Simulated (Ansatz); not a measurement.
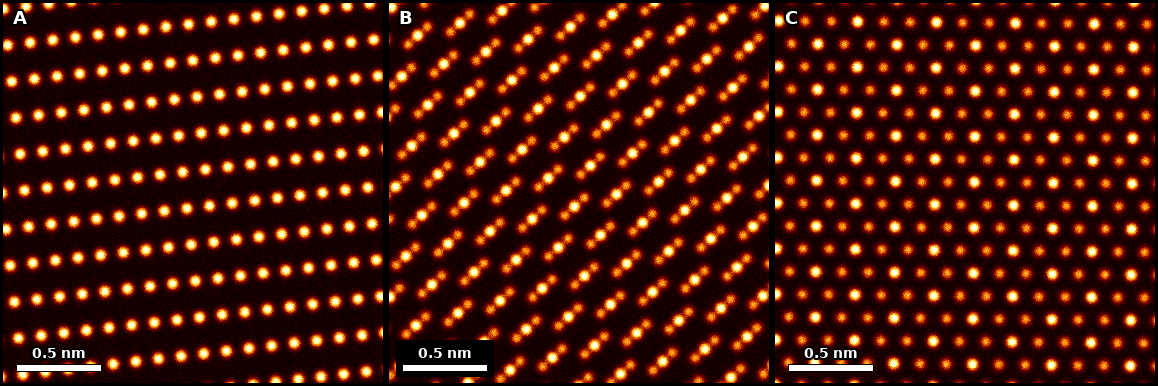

Three views of Os (P6_3/mmc, No. 194) along different zone axes. Simulated incoherent Z contrast: every atom adds Z^1.8 spread by a probe of 0.50 Å full width; channelling and multiple scattering are left out. The display is stretched by a gamma of 0.8; percentages refer to the linear signal. Shot noise was added. Atomic positions: the input geometry of a calculation; the starting structure was generated, so it need not be a known form of this composition.

Space group P6_3/mmc (No. 194). a = 2.726 Å, b = 2.726 Å, c = 8.748 Å, α = 90.00°, β = 90.00°, γ = 120.00°
```tsv
atom	site	symmetry	x	y	z
Os	2a	-3m.	0.0000	0.0000	0.0000
Os	2c	-6m2	0.3333	0.6667	0.2500
```

Match the panels to the zone axes [001], [201] and [210].

A is [210]: projected cell 1.36 × 2.19 Å, 90°, plane group p2mm. B is [201]: projected cell 2.31 × 2.63 Å, 116°, plane group c2mm. C is [001]: projected cell 2.73 × 2.73 Å, 120°, plane group p6mm.
